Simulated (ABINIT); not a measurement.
# CdSi3 (Pm-3m): zone-centre phonons, part 3 of 3

Which modes does CdSi3 (Pm-3m) have at the zone centre?

ABINIT 10.8.3; DFT LDA, scalar-relativistic, plane waves, JTH PAW pseudopotentials.

So far. Step 5 (Self-consistent run for the response): The cell stands at -0.23 GPa: the relaxation ran with a smoothed and higher cutoff, and the difference is a stress of the finite basis. Step 6 (Linear response at Γ): The acoustic modes at Γ come out as far as 7.8 cm⁻¹ from zero, where they should vanish, a small numerical error. The lowest optical mode is imaginary, 167i cm⁻¹, an instability at this level and on this k mesh. The relaxed cell has a = 4.051 Å (conventional setting).

The structure was built from a prototype and need not be the compound's stable phase.

**7. Modes with the sum rule**

anaddb reads the merged derivatives and imposes the acoustic sum rule.

The input, anaddb.abi:

```
ddb_filepath "gamma_DDB"
output_file "anaddb.abo"
outdata_prefix "anaddb"
asr 1
chneut 1
enunit 2
eivec 1
nph1l 1
qph1l 0.0 0.0 0.0 1.0
```

The input, mrgddb.in:

```
gamma_DDB
merged
1
dfpt_gammao_DDB
```

Launch:

```sh
> mrgddb < mrgddb.in > mrgddb.log
> OMP_NUM_THREADS=1 anaddb anaddb.abi > anaddb.log
```

anaddb.abo, the main output file:

```text
-outvars_anaddb: echo values of input variables ----------------------

 Miscellaneous information :
      enunit         2
       eivec         1
         asr         1
 First list of wavevector (reduced coord.) :
       nph1l         1
       qph1l
                     0.00000000E+00  0.00000000E+00  0.00000000E+00    1.000E+00

================================================================================

 read the DDB information and perform some checks

  ==== Info on the Cryst% object ====
 Real(R)+Recip(G) space primitive vectors, cartesian coordinates (Bohr,Bohr^-1):
 R(1)=  7.6555767  0.0000000  0.0000000  G(1)=  0.1306237  0.0000000  0.0000000
 R(2)=  0.0000000  7.6555767  0.0000000  G(2)=  0.0000000  0.1306237  0.0000000
 R(3)=  0.0000000  0.0000000  7.6555767  G(3)=  0.0000000  0.0000000  0.1306237
 Unit cell volume ucvol=  4.4867693E+02 bohr^3
 Angles (23,13,12)=  9.00000000E+01  9.00000000E+01  9.00000000E+01 degrees
 Time-reversal symmetry is present
 Reduced atomic positions [iatom, xred, symbol]:
    1)    0.0000000  0.0000000  0.0000000  Cd
    2)    0.0000000  0.5000000  0.5000000  Si
    3)    0.5000000  0.0000000  0.5000000  Si
    4)    0.5000000  0.5000000  0.0000000  Si

 DDB file with 1 blocks has been read.

================================================================================

 Treat the first list of vectors

  Phonon wavevector (reduced coordinates) :  0.00000  0.00000  0.00000
 Phonon energies in Hartree :
  -7.608626E-04 -7.608626E-04 -7.608626E-04 -5.261584E-04 -5.261584E-04
  -5.261584E-04  0.000000E+00  0.000000E+00  0.000000E+00  9.182785E-04
   9.182785E-04  9.182785E-04
 Phonon energies in meV     :
- -2.070413E+01 -2.070413E+01 -2.070413E+01 -1.431750E+01 -1.431750E+01
- -1.431750E+01  0.000000E+00  0.000000E+00  0.000000E+00  2.498763E+01
-  2.498763E+01  2.498763E+01
 Phonon frequencies in cm-1    :
- -1.669900E+02 -1.669900E+02 -1.669900E+02 -1.154784E+02 -1.154784E+02
- -1.154784E+02  0.000000E+00  0.000000E+00  0.000000E+00  2.015388E+02
-  2.015388E+02  2.015388E+02
 Phonon frequencies in Thz     :
- -5.006235E+00 -5.006235E+00 -5.006235E+00 -3.461956E+00 -3.461956E+00
- -3.461956E+00  0.000000E+00  0.000000E+00  0.000000E+00  6.041982E+00
-  6.041982E+00  6.041982E+00
 Phonon energies in Kelvin  :
- -2.402614E+02 -2.402614E+02 -2.402614E+02 -1.661477E+02 -1.661477E+02
- -1.661477E+02  0.000000E+00  0.000000E+00  0.000000E+00  2.899694E+02
-  2.899694E+02  2.899694E+02

 Eigendisplacements
 (will be given, for each mode : in cartesian coordinates
   for each atom the real part of the displacement vector,
   then the imaginary part of the displacement vector - absolute values smaller than 1.0d-7 are set to zero)
  Mode number    1   Energy   -7.608626E-04
 Attention : low frequency mode.
   (Could be unstable or acoustic mode)
-  1  0.00000000E+00  0.00000000E+00 -7.47645853E-04
-     0.00000000E+00  0.00000000E+00  0.00000000E+00
-  2  0.00000000E+00  0.00000000E+00 -5.46919800E-04
-     0.00000000E+00  0.00000000E+00  0.00000000E+00
-  3  0.00000000E+00  0.00000000E+00 -5.46919800E-04
-     0.00000000E+00  0.00000000E+00  0.00000000E+00
-  4  0.00000000E+00  0.00000000E+00  4.08619415E-03
-     0.00000000E+00  0.00000000E+00  0.00000000E+00
  Mode number    2   Energy   -7.608626E-04
 Attention : low frequency mode.
   (Could be unstable or acoustic mode)
-  1  0.00000000E+00 -7.47645853E-04  0.00000000E+00
-     0.00000000E+00  0.00000000E+00  0.00000000E+00
-  2  0.00000000E+00 -5.46919800E-04  0.00000000E+00
-     0.00000000E+00  0.00000000E+00  0.00000000E+00
-  3  0.00000000E+00  4.08619415E-03  0.00000000E+00
-     0.00000000E+00  0.00000000E+00  0.00000000E+00
-  4  0.00000000E+00 -5.46919800E-04  0.00000000E+00
-     0.00000000E+00  0.00000000E+00  0.00000000E+00
  Mode number    3   Energy   -7.608626E-04
 Attention : low frequency mode.
   (Could be unstable or acoustic mode)
-  1  7.47645853E-04  0.00000000E+00  0.00000000E+00
-     0.00000000E+00  0.00000000E+00  0.00000000E+00
-  2 -4.08619415E-03  0.00000000E+00  0.00000000E+00
-     0.00000000E+00  0.00000000E+00  0.00000000E+00
-  3  5.46919800E-04  0.00000000E+00  0.00000000E+00
-     0.00000000E+00  0.00000000E+00  0.00000000E+00
-  4  5.46919800E-04  0.00000000E+00  0.00000000E+00
-     0.00000000E+00  0.00000000E+00  0.00000000E+00
  Mode number    4   Energy   -5.261584E-04
 Attention : low frequency mode.
   (Could be unstable or acoustic mode)
-  1  0.00000000E+00  0.00000000E+00  0.00000000E+00
-     0.00000000E+00  0.00000000E+00  0.00000000E+00
-  2  0.00000000E+00  1.31202846E-07  3.12509965E-03
-     0.00000000E+00  0.00000000E+00  0.00000000E+00
-  3  0.00000000E+00  0.00000000E+00 -3.12509965E-03
-     0.00000000E+00  0.00000000E+00  0.00000000E+00
-  4  0.00000000E+00 -1.31202846E-07  0.00000000E+00
-     0.00000000E+00  0.00000000E+00  0.00000000E+00
  Mode number    5   Energy   -5.261584E-04
 Attention : low frequency mode.
   (Could be unstable or acoustic mode)
-  1  0.00000000E+00  0.00000000E+00  0.00000000E+00
-     0.00000000E+00  0.00000000E+00  0.00000000E+00
-  2  0.00000000E+00  3.12509965E-03 -1.31202847E-07
-     0.00000000E+00  0.00000000E+00  0.00000000E+00
-  3  0.00000000E+00  0.00000000E+00  1.31202847E-07
-     0.00000000E+00  0.00000000E+00  0.00000000E+00
-  4  0.00000000E+00 -3.12509965E-03  0.00000000E+00
-     0.00000000E+00  0.00000000E+00  0.00000000E+00
  Mode number    6   Energy   -5.261584E-04
 Attention : low frequency mode.
   (Could be unstable or acoustic mode)
-  1  0.00000000E+00  0.00000000E+00  0.00000000E+00
-     0.00000000E+00  0.00000000E+00  0.00000000E+00
-  2  0.00000000E+00  0.00000000E+00  0.00000000E+00
-     0.00000000E+00  0.00000000E+00  0.00000000E+00
-  3 -3.12509966E-03  0.00000000E+00  0.00000000E+00
-     0.00000000E+00  0.00000000E+00  0.00000000E+00
-  4  3.12509966E-03  0.00000000E+00  0.00000000E+00
-     0.00000000E+00  0.00000000E+00  0.00000000E+00
  Mode number    7   Energy    0.000000E+00
 Attention : low frequency mode.
   (Could be unstable or acoustic mode)
-  1  0.00000000E+00  0.00000000E+00 -1.67013978E-03
-     0.00000000E+00  0.00000000E+00  0.00000000E+00
-  2  0.00000000E+00  0.00000000E+00 -1.67013779E-03
-     0.00000000E+00  0.00000000E+00  0.00000000E+00
-  3  0.00000000E+00  0.00000000E+00 -1.67013779E-03
-     0.00000000E+00  0.00000000E+00  0.00000000E+00
-  4  0.00000000E+00  0.00000000E+00 -1.67016609E-03
-     0.00000000E+00  0.00000000E+00  0.00000000E+00
  Mode number    8   Energy    0.000000E+00
 Attention : low frequency mode.
   (Could be unstable or acoustic mode)
-  1  0.00000000E+00  1.67013978E-03  0.00000000E+00
-     0.00000000E+00  0.00000000E+00  0.00000000E+00
-  2  0.00000000E+00  1.67013779E-03  0.00000000E+00
-     0.00000000E+00  0.00000000E+00  0.00000000E+00
-  3  0.00000000E+00  1.67016609E-03  0.00000000E+00
-     0.00000000E+00  0.00000000E+00  0.00000000E+00
-  4  0.00000000E+00  1.67013779E-03  0.00000000E+00
-     0.00000000E+00  0.00000000E+00  0.00000000E+00
  Mode number    9   Energy    0.000000E+00
 Attention : low frequency mode.
   (Could be unstable or acoustic mode)
-  1  1.67013978E-03  0.00000000E+00  0.00000000E+00
-     0.00000000E+00  0.00000000E+00  0.00000000E+00
-  2  1.67016609E-03  0.00000000E+00  0.00000000E+00
-     0.00000000E+00  0.00000000E+00  0.00000000E+00
-  3  1.67013779E-03  0.00000000E+00  0.00000000E+00
-     0.00000000E+00  0.00000000E+00  0.00000000E+00
-  4  1.67013779E-03  0.00000000E+00  0.00000000E+00
-     0.00000000E+00  0.00000000E+00  0.00000000E+00
  Mode number   10   Energy    9.182785E-04
-  1  0.00000000E+00  0.00000000E+00 -1.23765317E-03
-     0.00000000E+00  0.00000000E+00  0.00000000E+00
-  2  0.00000000E+00  0.00000000E+00  2.58413745E-03
-     0.00000000E+00  0.00000000E+00  0.00000000E+00
-  3  0.00000000E+00  0.00000000E+00  2.58413745E-03
-     0.00000000E+00  0.00000000E+00  0.00000000E+00
-  4  0.00000000E+00  0.00000000E+00 -2.14612044E-04
-     0.00000000E+00  0.00000000E+00  0.00000000E+00
  Mode number   11   Energy    9.182785E-04
-  1  0.00000000E+00 -1.23765317E-03  0.00000000E+00
-     0.00000000E+00  0.00000000E+00  0.00000000E+00
-  2  0.00000000E+00  2.58413745E-03  0.00000000E+00
-     0.00000000E+00  0.00000000E+00  0.00000000E+00
-  3  0.00000000E+00 -2.14612044E-04  0.00000000E+00
-     0.00000000E+00  0.00000000E+00  0.00000000E+00
-  4  0.00000000E+00  2.58413745E-03  0.00000000E+00
-     0.00000000E+00  0.00000000E+00  0.00000000E+00
  Mode number   12   Energy    9.182785E-04
-  1  1.23765317E-03  0.00000000E+00  0.00000000E+00
-     0.00000000E+00  0.00000000E+00  0.00000000E+00
-  2  2.14612044E-04  0.00000000E+00  0.00000000E+00
-     0.00000000E+00  0.00000000E+00  0.00000000E+00
-  3 -2.58413745E-03  0.00000000E+00  0.00000000E+00
-     0.00000000E+00  0.00000000E+00  0.00000000E+00
-  4 -2.58413745E-03  0.00000000E+00  0.00000000E+00
-     0.00000000E+00  0.00000000E+00  0.00000000E+00

 Analysis of degeneracies and characters (maximum tolerance=1.00E-06 a.u.)
 For each vibration mode, or group of modes if degenerate,
 the characters are given for each symmetry operation (see the list in the log file).
 Symmetry characters of vibration mode #   1
       degenerate with vibration modes #   2 to    3
  3.0 -3.0 -1.0  1.0 -1.0  1.0 -1.0  1.0  1.0 -1.0 -1.0  1.0  1.0 -1.0 -1.0  1.0
 -0.0  0.0 -0.0  0.0  0.0 -0.0  0.0 -0.0  1.0 -1.0 -1.0  1.0 -1.0  1.0  1.0 -1.0
 -0.0  0.0  0.0 -0.0  0.0 -0.0 -0.0  0.0  1.0 -1.0  1.0 -1.0 -1.0  1.0 -1.0  1.0
 Symmetry characters of vibration mode #   4
       degenerate with vibration modes #   5 to    6
  3.0 -3.0 -1.0  1.0 -1.0  1.0 -1.0  1.0 -1.0  1.0  1.0 -1.0 -1.0  1.0  1.0 -1.0
  0.0 -0.0 -0.0  0.0  0.0 -0.0 -0.0  0.0 -1.0  1.0  1.0 -1.0  1.0 -1.0 -1.0  1.0
  0.0 -0.0  0.0 -0.0 -0.0  0.0 -0.0  0.0 -1.0  1.0 -1.0  1.0  1.0 -1.0  1.0 -1.0
 Symmetry characters of vibration mode #   7
       degenerate with vibration modes #   8 to    9
  3.0 -3.0 -1.0  1.0 -1.0  1.0 -1.0  1.0  1.0 -1.0 -1.0  1.0  1.0 -1.0 -1.0  1.0
  0.0 -0.0 -0.0  0.0  0.0 -0.0  0.0 -0.0  1.0 -1.0 -1.0  1.0 -1.0  1.0  1.0 -1.0
  0.0 -0.0  0.0 -0.0  0.0 -0.0 -0.0  0.0  1.0 -1.0  1.0 -1.0 -1.0  1.0 -1.0  1.0
 Symmetry characters of vibration mode #  10
       degenerate with vibration modes #  11 to   12
  3.0 -3.0 -1.0  1.0 -1.0  1.0 -1.0  1.0  1.0 -1.0 -1.0  1.0  1.0 -1.0 -1.0  1.0
  0.0 -0.0 -0.0  0.0 -0.0  0.0  0.0 -0.0  1.0 -1.0 -1.0  1.0 -1.0  1.0  1.0 -1.0
  0.0 -0.0 -0.0  0.0  0.0 -0.0 -0.0  0.0  1.0 -1.0  1.0 -1.0 -1.0  1.0 -1.0  1.0
-
```

It took 0.49 s on 1 thread of Arm Neoverse V1, shared host.

Numbers from this step:

| Item | Value |
| --- | --- |
| highest optical zone-centre mode (no LO-TO term) | 201.5 cm⁻¹ |
| lowest optical zone-centre mode | -167.0 cm⁻¹ |

No LO-TO term; unit eigenvectors of the mass-weighted matrix, from anaddb's displacements. The modes at Γ (shares of kinetic energy by element, %) (negative means imaginary):

| mode | frequency (cm⁻¹) | symmetry | Cd % | Si % |
| --- | --- | --- | --- | --- |
| 1 | -167.0 | T1u | 11 | 89 |
| 2 | -167.0 | T1u | 11 | 89 |
| 3 | -167.0 | T1u | 11 | 89 |
| 4 | -115.5 | T2u | 0 | 100 |
| 5 | -115.5 | T2u | 0 | 100 |
| 6 | -115.5 | T2u | 0 | 100 |
| 7 | 0.0 | acoustic | 57 | 43 |
| 8 | 0.0 | acoustic | 57 | 43 |
| 9 | 0.0 | acoustic | 57 | 43 |
| 10 | 201.5 | T1u | 31 | 69 |
| 11 | 201.5 | T1u | 31 | 69 |
| 12 | 201.5 | T1u | 31 | 69 |

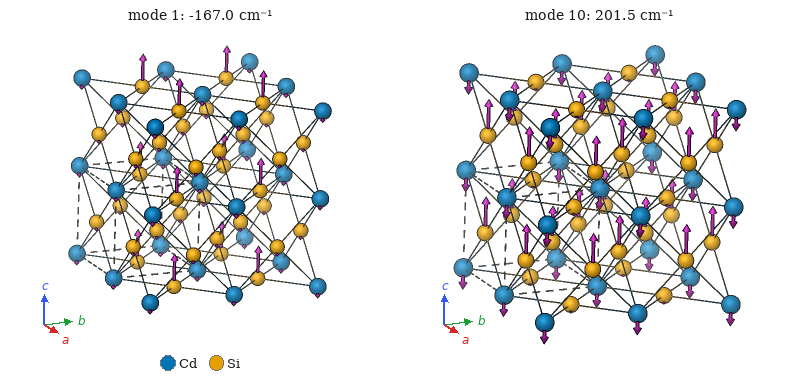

Displacement patterns of modes 1 and 10 at Γ; arrows are exaggerated. 2×2×2 cells are drawn. Some periodic images of atoms are drawn too.

The rule moves no optical mode by more than 0.2 cm⁻¹.

**8. Outcome**

* space group after relaxation: Pm-3m
* volume per atom: 16.6 Å³
* highest optical zone-centre mode (no LO-TO term): 201.5 cm⁻¹
* lowest optical zone-centre mode: -167.0 cm⁻¹
* imaginary optical modes at the zone centre (no q mesh in this session): yes

**Reading.** At the LDA level the optical modes of CdSi3 (Pm-3m) at the zone centre run from 167i to 202 cm⁻¹, so the structure is a saddle point, with 6 modes beyond 10i cm⁻¹ there. These are harmonic frequencies at zero temperature: anharmonic shifts and linewidths and thermal expansion are left out. In a metal the frequencies hang on the k mesh and the smearing, most of all near Kohn anomalies. The structure is a hypothetical one, built on a prototype.

[Host names and launcher messages were left out of these logs when they were recorded.]

[Logs are printed without paths, hosts, clocks, repeated set-up lines and the standing remarks that a program may print on its own settings, such as how far it seeks lower states.]

[Hosts, paths, dates, database ids (printed as entryN), source tags and the programs' standing remarks are cut or masked in the printed files.]
